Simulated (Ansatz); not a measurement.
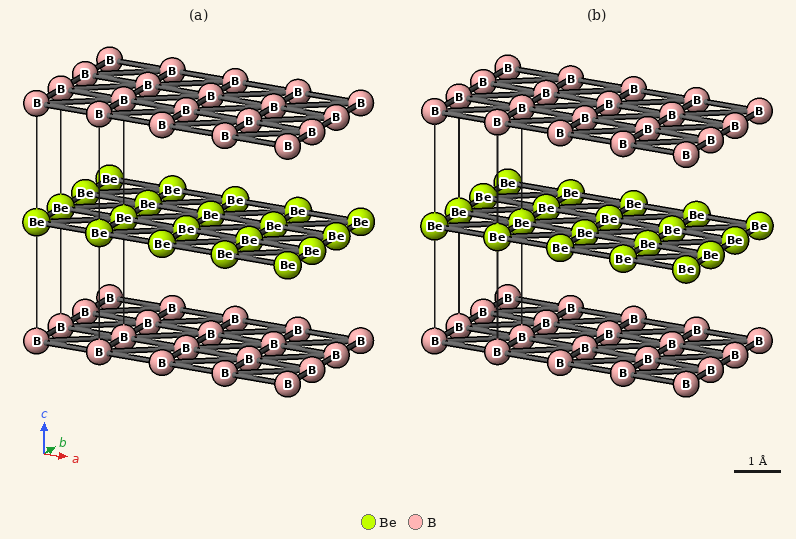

The structure of a crystal of BeB (a generated structure, set up in P6/mmm) before (left) and after (right) a relaxation, at one scale.

Style: ball-and-stick. Shown: the cell of the calculation, repeated 4 × 3 × 1 with one cell outlined, slightly off an axis.

Computed with DFT PBE, scalar-relativistic, plane waves, PAW (Ansatz 0.2.0).

Input file:
```yaml
crystal:
  lattice:
    - [1.9571280679, 0.0, 0.0]
    - [-0.978564034, 1.6949226253, 0.0]
    - [0.0, 0.0, 5.2485559196]
  atoms:
    - { symbol: Be, position: [0.0, 0.0, 0.5] }
    - { symbol: B, position: [0.0, 0.0, 0.0] }
basis:
  ecutwfc: 420
kpoints:
  mp_grid: { grid: [33, 33, 10] }
hamiltonian:
  xc: pbe
scf:
  occupations: { method: gaussian, width: 0.1 }
output:
  forces: true
  stress: true
  eigenvalues: true
  write_density: true
  write_potential: true
  elf: true
  volumetric_format: npy
relax:
  adjacent_minimum: "off"
  f_tol: 0.01
  max_steps: 80
  cell: { stress_tol: 0.05 }
```

Launched with:
```bash
ansatz run input.yaml --threads 1 --pin off --max-ram 2048MiB --backend cpu --events-out ev --progress --plain --runs-dir out
```

> What changed between the two?

The energy falls by 2.3 meV per atom in 5 accepted moves (6 points after the start). All forces vanish by symmetry, so only the cell relaxes. Pressure: −0.99 GPa at the start and −0.03 GPa at the end. At 1 point the geometry stayed and the basis and grid were re-selected for the new cell (energy shift of 0.2 meV per atom at most each time). No atom moves by more than 0.005 Å relative to the cell. The volume changes by −3.0 %, with a = b 1.957 → 1.961 Å (+0.2 %), c 5.249 → 5.069 Å (−3.4 %). Near-neighbour distances that change, for instance: Be1–Be1 1.957 → 1.961 Å, B2–B2 1.957 → 1.961 Å. The space group stays P6/mmm (No. 191). The run took 27 s on 1 thread of Intel(R) Xeon(R) Platinum 8559C (Emerald Rapids), with other jobs on the host, peak memory 0.53 GiB.
